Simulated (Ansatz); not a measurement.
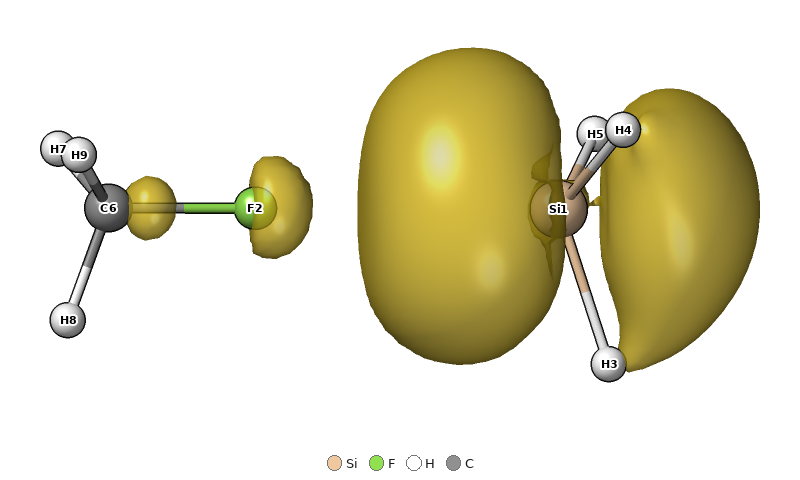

Figure. H3Si···CH3F (doublet). Isosurface of the spin density (α minus β) at +0.015 e/Å³ (yellow), seen across its widest extent.

Not at a stationary point (largest force 0.9 eV/Å).

Level of theory: UKS PBE0-D4/6-31G* in Ansatz.

```csv
atom,x (Å),y (Å),z (Å)
Si,0.0007,0.0000,-0.4208
F,-0.0011,-0.0001,2.3803
H,1.4232,-0.0002,-0.8844
H,-0.7106,1.2321,-0.8837
H,-0.7109,-1.2319,-0.8837
C,-0.0002,0.0000,3.7376
H,-0.5570,-0.8681,4.1096
H,1.0304,-0.0484,4.1085
H,-0.4731,0.9164,4.1095
```

Describe the spin distribution.

Answer. The unpaired spin (1 electron) lies mostly on Si1 (about 0.8), in electrons by Hirshfeld's partition.
